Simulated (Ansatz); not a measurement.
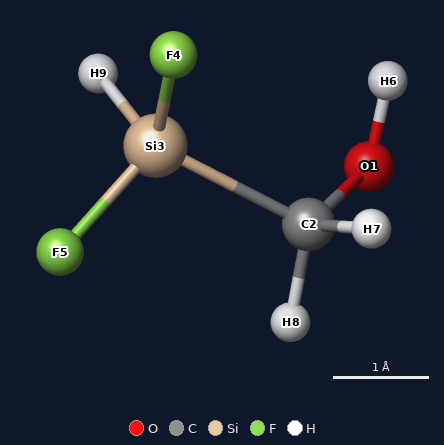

Fig. 1: The input geometry of run 1 (ball-and-stick view, seen at a tilt; atoms are numbered from 1 in the order of the input).

# What a change does: single-point calculation on CH₄F₂OSi

System: CH₄F₂OSi, SMILES OC[SiH](F)F.
Method of run 1: RHF/def2-TZVP (Ansatz 0.2.0).

Text and figures count atoms from 1; the logs count them from 0 in places.

**Input, run 1**
```yaml
crystal:
  periodic: [false, false, false]
  atoms:
    - { symbol: O, position_ang: [0.181568, -0.814856, -1.537447] }
    - { symbol: C, position_ang: [0.464549, -0.735961, -0.15859] }
    - { symbol: Si, position_ang: [-0.404136, 0.690032, 0.686361] }
    - { symbol: F, position_ang: [0.563903, 1.902405, 0.881708] }
    - { symbol: F, position_ang: [-0.826476, 0.215656, 2.12225] }
    - { symbol: H, position_ang: [0.45299, -0.026439, -1.975432] }
    - { symbol: H, position_ang: [1.537992, -0.680597, 0.023147] }
    - { symbol: H, position_ang: [0.133547, -1.670756, 0.280904] }
    - { symbol: H, position_ang: [-1.594258, 1.156125, -0.028522] }
basis:
  gaussian: { orbitals: def2-TZVP }
hamiltonian:
  xc: hf
output:
  forces: true
```

Launched with:
```bash
ansatz run input.yaml --threads 1 --pin off --max-ram 2560MiB --backend cpu --events-out ev --progress --plain --runs-dir out
```

Hardware: 1 thread of Arm Neoverse V2, 112 GiB of memory available, shared host.

**Output (run 1)**
```
Engine: ansatz 0.2.0, aarch64-unknown-linux-gnu
Functional definition: HF
  exchange = exact_x
  correlation = 0
1293 factors; their error is unknown
mean field evaluation 1: about -16408.7529 eV, gradient 4.4e1 eV
mean field evaluation 2: about -16411.3185 eV, gradient 2.6e1 eV
mean field evaluation 4: about -16412.2963 eV, gradient 7.2e-1 eV
mean field evaluation 8: about -16412.5767 eV, gradient 5.9e-1 eV
mean field -16412.57702808 eV, -603.1510809375 hartree, gradient 1.2e-5 eV, S^2 0.000000; 0 other end points of the search recorded, 0 dependent functions left out
the calculation of the forces begins
reference -16412.57702808 eV, -603.1510809375 hartree; 25, 25 occupied and 160, 160 virtual orbitals, 1293 factors
Total energy: -16412.57702808 eV, -603.1510809375 hartree
Atom 0 at     0.181568    -0.814856    -1.537447 Å, force    -0.001769     0.064723    -0.101921 eV/Å
Atom 1 at     0.464549    -0.735961    -0.158590 Å, force     0.220777    -0.002371    -0.021755 eV/Å
Atom 2 at    -0.404136     0.690032     0.686361 Å, force    -0.411053    -0.282103     0.313622 eV/Å
Atom 3 at     0.563903     1.902405     0.881708 Å, force     0.118890     0.129089    -0.046382 eV/Å
Atom 4 at    -0.826476     0.215656     2.122250 Å, force     0.040587     0.124574    -0.024437 eV/Å
Atom 5 at     0.452990    -0.026439    -1.975432 Å, force     0.042031    -0.083657    -0.061441 eV/Å
Atom 6 at     1.537992    -0.680597     0.023147 Å, force    -0.017275    -0.042409    -0.029152 eV/Å
Atom 7 at     0.133547    -1.670756     0.280904 Å, force    -0.056357     0.072221    -0.020870 eV/Å
Atom 8 at    -1.594258     1.156125    -0.028522 Å, force     0.064168     0.019934    -0.007664 eV/Å
Dipole moment:     0.118782     0.068501    -0.191450 e Å
```

The input of run 2 differs as follows (lines with − go, lines with + come):
```diff
-    - { symbol: Si, position_ang: [-0.404136, 0.690032, 0.686361] }
-    - { symbol: F, position_ang: [0.563903, 1.902405, 0.881708] }
-    - { symbol: F, position_ang: [-0.826476, 0.215656, 2.12225] }
+    - { symbol: Si, position_ang: [2.114735, 0.068217, 0.204996] }
+    - { symbol: F, position_ang: [2.618193, -0.303403, 1.638011] }
+    - { symbol: F, position_ang: [1.907134, 1.624454, 0.190608] }
-    - { symbol: H, position_ang: [1.537992, -0.680597, 0.023147] }
-    - { symbol: H, position_ang: [0.133547, -1.670756, 0.280904] }
-    - { symbol: H, position_ang: [-1.594258, 1.156125, -0.028522] }
+    - { symbol: H, position_ang: [0.41482, -1.71755, 0.312986] }
+    - { symbol: H, position_ang: [-0.329292, -0.147509, 0.288736] }
+    - { symbol: H, position_ang: [3.160165, -0.279934, -0.759659] }
```

How does run 2 compare with run 1?

With the same method and basis, run 2 lies 1.0 kcal/mol higher.

**Output (run 2)**
```
Engine: ansatz 0.2.0, aarch64-unknown-linux-gnu
Functional definition: HF
  exchange = exact_x
  correlation = 0
1293 factors; their error is unknown
mean field evaluation 1: about -16408.7027 eV, gradient 4.5e1 eV
mean field evaluation 2: about -16411.2671 eV, gradient 2.7e1 eV
mean field evaluation 4: about -16412.2522 eV, gradient 7.2e-1 eV
mean field evaluation 8: about -16412.5330 eV, gradient 5.9e-1 eV
mean field -16412.53329549 eV, -603.1494737948 hartree, gradient 1.2e-5 eV, S^2 0.000000; 0 other end points of the search recorded, 0 dependent functions left out
the calculation of the forces begins
reference -16412.53329549 eV, -603.1494737948 hartree; 25, 25 occupied and 160, 160 virtual orbitals, 1293 factors
Total energy: -16412.53329549 eV, -603.1494737948 hartree
Atom 0 at     0.181568    -0.814856    -1.537447 Å, force     0.320253    -0.466678    -0.175808 eV/Å
Atom 1 at     0.464549    -0.735961    -0.158590 Å, force    -0.268672     0.426141     0.216280 eV/Å
Atom 2 at     2.114735     0.068217     0.204996 Å, force     0.095407    -0.018249     0.064030 eV/Å
Atom 3 at     2.618193    -0.303403     1.638011 Å, force    -0.061483    -0.025176     0.081877 eV/Å
Atom 4 at     1.907134     1.624454     0.190608 Å, force     0.089631    -0.017157    -0.086855 eV/Å
Atom 5 at     0.452990    -0.026439    -1.975432 Å, force    -0.153871    -0.035386    -0.038057 eV/Å
Atom 6 at     0.414820    -1.717550     0.312986 Å, force    -0.019035     0.034552    -0.518903 eV/Å
Atom 7 at    -0.329292    -0.147509     0.288736 Å, force     0.032157     0.042216     0.471759 eV/Å
Atom 8 at     3.160165    -0.279934    -0.759659 Å, force    -0.034387     0.059737    -0.014324 eV/Å
Dipole moment:     0.003952     0.016010    -0.100508 e Å
```

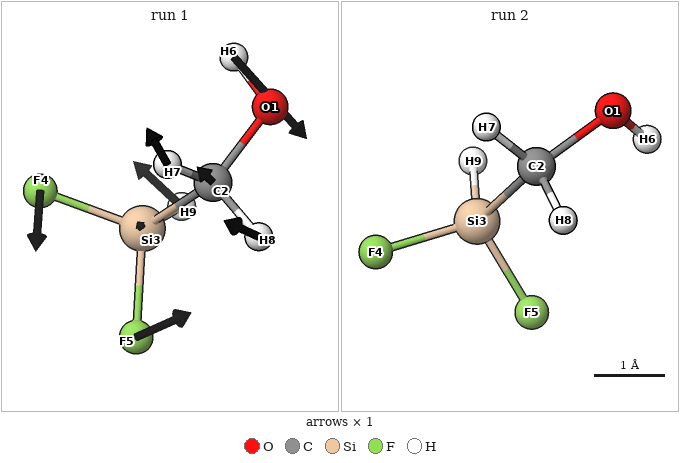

Fig. 2: The two input geometries at one scale (ball-and-stick view, seen at a tilt). The black arrows on the first give the shifts of the atoms after the best rigid fit, at true length. H6 moves most after the best rigid fit: 1.61 Å. Largest moves by element: H 1.61 Å, F 1.01 Å, C 0.34 Å, Si 0.13 Å, O 0.09 Å.

**The two runs side by side**

| quantity | run 1 | run 2 |
| --- | --- | --- |
| outcome | converged | converged |
| total energy (hartree) | −603.151081 | −603.149474 |
| largest force (eV/Å) | 0.589 | 0.593 |
| basis functions | 185 | 185 |
| wall time (shared host) | 4.5 s | 5 s |
